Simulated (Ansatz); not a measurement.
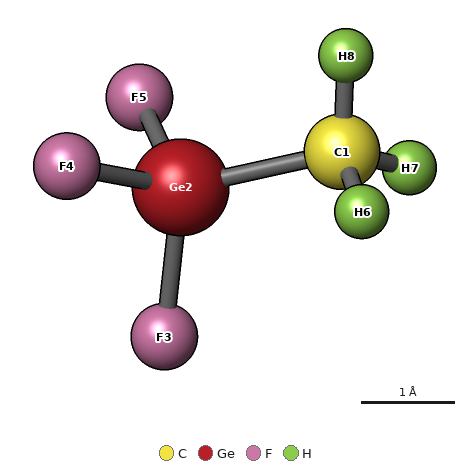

Figure 1. The input geometry (ball-and-stick view, seen at a tilt; atoms are numbered from 1 in the order of the input). Sticks mark near contacts. Bond lengths as drawn: C–Ge 1.91 Å, C–H 1.09 Å and F–Ge 1.71 Å.

Single-point calculation of CH3F3Ge

- system: CH3F3Ge, SMILES [CH3][Ge]([F])([F])[F]
- method: RKS PBE0-D4/def2-TZVPP (Ansatz 0.2.0)

The geometry comes from this level: PBE0-D4/def2-TZVP.

Output:
```
Functional definition: PBE0
  name "PBE0"
  cite "Adamo & Barone, J. Chem. Phys. 110, 6158 (1999) doi:10.1063/1.478522"
  cite "Perdew, Burke & Ernzerhof, Phys. Rev. Lett. 77, 3865 (1996) doi:10.1103/PhysRevLett.77.3865"
  parent pbe
  parameter a = 0.25
  parameter kappa = 0.804
  parameter beta = 0.06672455060314922
  exchange = (1 - a)*pbe_x(kappa = kappa, mu = beta*pi^2/3) + a*exact_x
  correlation = pbe_c(beta = beta)
1226 factors; their error is unknown
mean field evaluation 1: about -65738.1191 eV, gradient 7.1e1 eV
mean field evaluation 2: about -65732.1020 eV, gradient 9.8e1 eV
mean field evaluation 4: about -65746.1866 eV, gradient 2.6e0 eV
mean field evaluation 8: about -65746.4913 eV, gradient 3.3e-2 eV
mean field -65746.49133572 eV, -2416.1389920154 hartree, gradient 2.0e-5 eV, S^2 0.000000; 0 other end points of the search recorded, 0 dependent functions left out
reference -65746.49135701 eV, -2416.1389927975 hartree; 34, 34 occupied and 180, 180 virtual orbitals, 1226 factors
Total energy: -65746.60827396 eV, -2416.1432894163 hartree
```

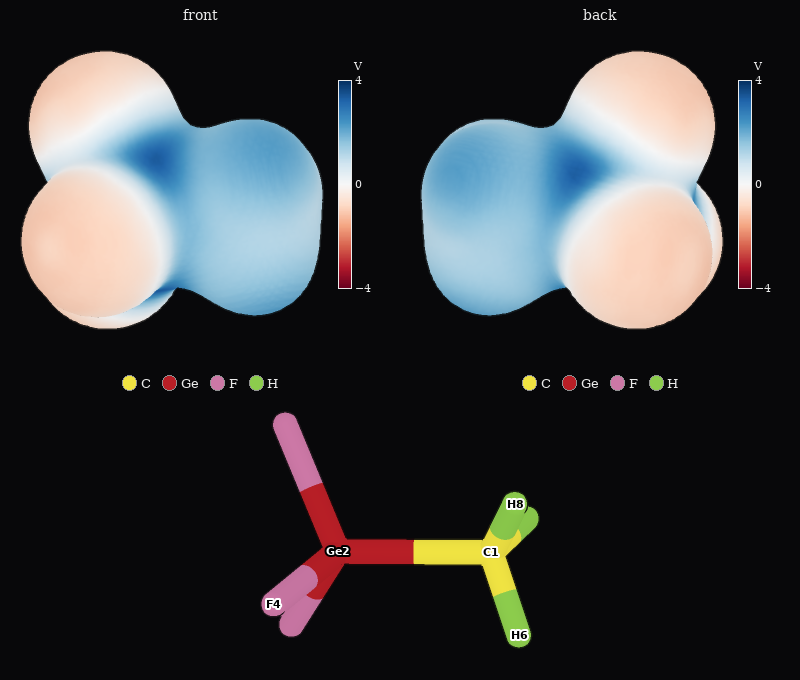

Figure 2. The electrostatic potential painted on the density surface at 0.004 e/bohr³, seen face on and from behind; red is negative and blue positive. The bare structure is drawn below in the same view.

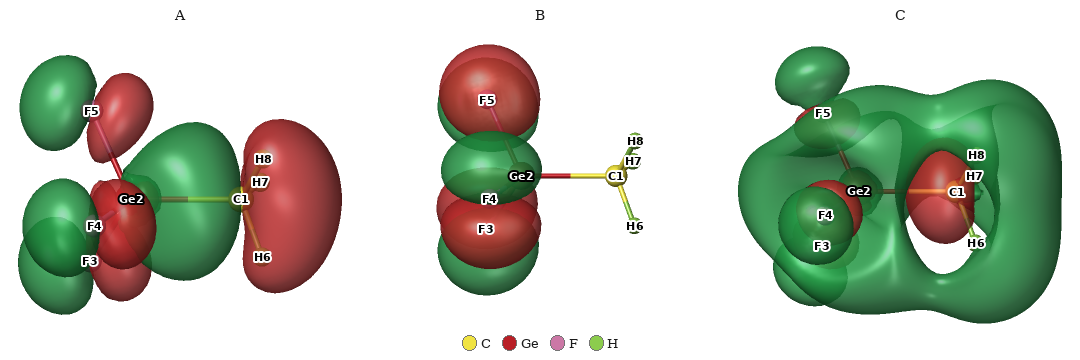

Figure 3. Three frontier orbitals at ±0.06 Å⁻³ᐟ² (green and red are the two phases). B is the HOMO−1 (−11.58 eV). A is the HOMO (−10.52 eV). By Hirshfeld shares it lies mainly on C1 (35 %), Ge2 (20 %), F3 (10 %), F4 (10 %) and F5 (10 %). C is the LUMO (−0.16 eV). Its weight (Hirshfeld) is mainly on Ge2 (35 %), C1 (15 %), F3 (10 %), F4 (10 %) and F5 (10 %). The HOMO–LUMO gap is 10.36 eV between the orbital energies.

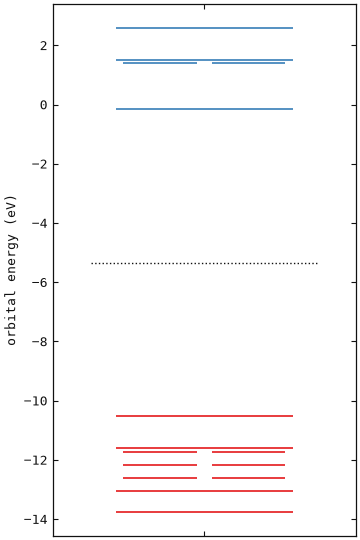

Figure 4. Orbital energies near the frontier; the dotted line parts filled from empty levels, and levels within 0.02 eV of each other stand side by side. Highest filled −10.52 eV, lowest empty −0.16 eV, 10.36 eV apart.

This output came from the following input.

The input:
```yaml
crystal:
  periodic: [false, false, false]
  atoms:
    - {symbol: C, position_ang: [-0.880138, -0.212181, 0.556726]}
    - {symbol: Ge, position_ang: [0.705247, 0.152299, -0.445604]}
    - {symbol: F, position_ang: [2.102889, -0.598506, 0.202041]}
    - {symbol: F, position_ang: [0.614734, -0.378913, -2.072310]}
    - {symbol: F, position_ang: [1.082471, 1.821715, -0.531317]}
    - {symbol: H, position_ang: [-1.061361, -1.286407, 0.563375]}
    - {symbol: H, position_ang: [-0.748909, 0.144819, 1.577608]}
    - {symbol: H, position_ang: [-1.722836, 0.299974, 0.093681]}
basis:
  gaussian: {orbitals: def2-TZVPP}
hamiltonian: {xc: pbe0, dispersion: d4}
output: {orbitals: {seedname: orbitals}}
```

Command:
```bash
ansatz run in.yaml --threads 4 --pin off --events-out ev --progress --plain --max-ram 10444MiB
```

Summary:

```tsv
quantity	value
outcome	converged
total energy	−65746.6083 eV
mean-field energy	−65746.4914 eV
dispersion energy	−0.1169 eV
SCF solution under orbital rotations	stable
HOMO	−10.52 eV
LUMO	−0.16 eV
hardware	4 threads of AMD EPYC, 23 GiB of memory available, shared host
wall time	2.2 s (CPU time 7.4 s)
peak memory	0.53 GiB
```
